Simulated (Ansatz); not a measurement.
**CH3AlBr (doublet): density, localisation and related maps**

Input

```
crystal:
  periodic: [false, false, false]
  atoms:
    - {symbol: C, position_ang: [-1.678287, 1.064273, 0.293382]}
    - {symbol: Al, position_ang: [-0.442243, -0.368657, -0.243580]}
    - {symbol: Br, position_ang: [-1.303591, -2.005821, -1.593979]}
    - {symbol: H, position_ang: [-2.538772, 0.622598, 0.826268]}
    - {symbol: H, position_ang: [-1.218776, 1.826087, 0.941182]}
    - {symbol: H, position_ang: [-2.072781, 1.562600, -0.609684]}
basis:
  gaussian:
    orbitals: def2-TZVPD
magnetization:
  spin_polarized: true
  initial_magnetization: 1
hamiltonian:
  xc: pbe0
output:
  forces: true
  orbitals: {seedname: orbitals}
```

Run with:

```sh
ansatz run input.yaml --threads 1 --pin off --max-ram 2610MiB --events-out events.jsonl --progress --plain --runs-dir runs
```

Geometry: r2SCAN-D4/def2-SVP.

Computed with isolated molecule in a Gaussian basis; Kohn-Sham density functional theory, functional PBE0 in Ansatz 0.2.0.

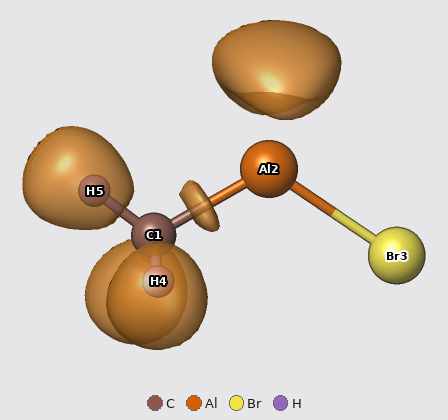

Figure 1. Isosurface of the ELF at 0.9 (orange), seen across its widest extent. Core shells and regions of very low density are left out.

**Where are the electrons localised?**

At this value the surface marks out one region between bonded Al–C atoms (shared pairs), three regions around hydrogen nuclei and one lobe on Al, pointing away from the bonds (non-bonding electrons). Along the contacts the grid gives the following. C–Al (1.97 Å): the ELF peaks at about 0.95 between the atoms: a polar covalent bond. Al–Br (2.29 Å): the ELF peaks at about 0.80 in the valence shell of Br, 1.1 Å from its nucleus, and is about 0.80 at the midpoint.

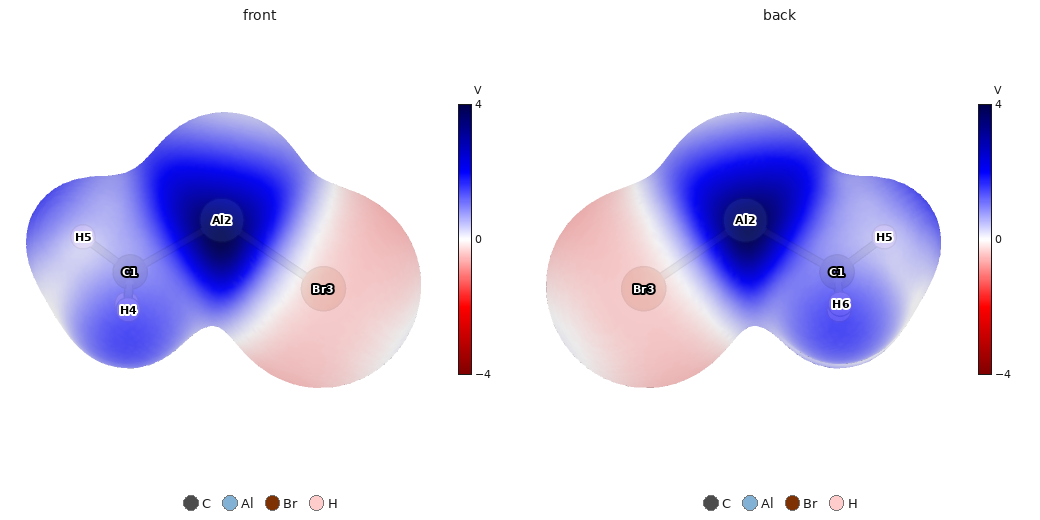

Figure 2. The molecular electrostatic potential painted on the density surface at 0.004 e/bohr³, seen from the front and from behind; red is negative and blue positive.

**Describe the electrostatic potential map.**

The most negative region (about −0.5 V) lies over Br3, the most positive (about +3.9 V) over Al2.

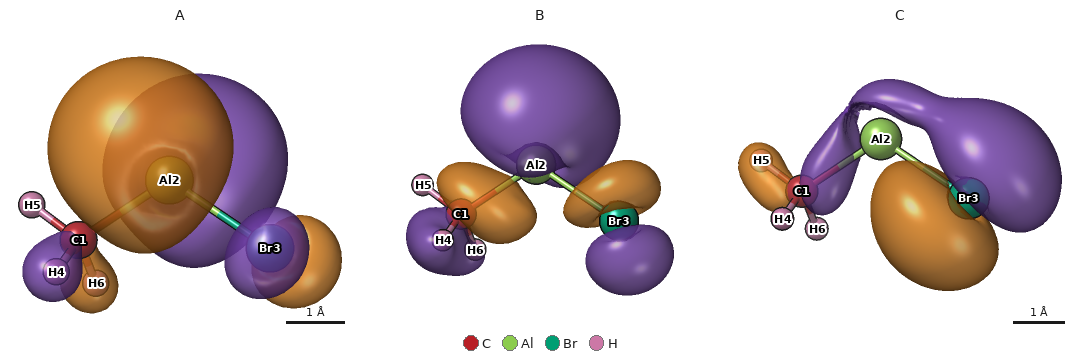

Figure 3. Three frontier orbitals at ±0.08 Å⁻³ᐟ² (orange and purple are the two phases), in no order.

**Order the three orbitals by energy and name them. All are α orbitals.**

C is the HOMO−1 (α) (−8.49 eV). Its weight (Hirshfeld) is mainly on Br3 (about 85 %) and Al2 (about 10 %); largely a lone pair of Br3. B is the HOMO (α) (−5.80 eV). Its weight (Hirshfeld) is mainly on Al2 (about 70 %), Br3 (about 15 %) and C1 (about 15 %). A is the LUMO (α) (−1.73 eV). It lies mainly on Al2 (about 80 %) and Br3 (about 10 %).

**What is the gap between the highest occupied and lowest empty α orbitals?**

4.07 eV between the orbital energies.
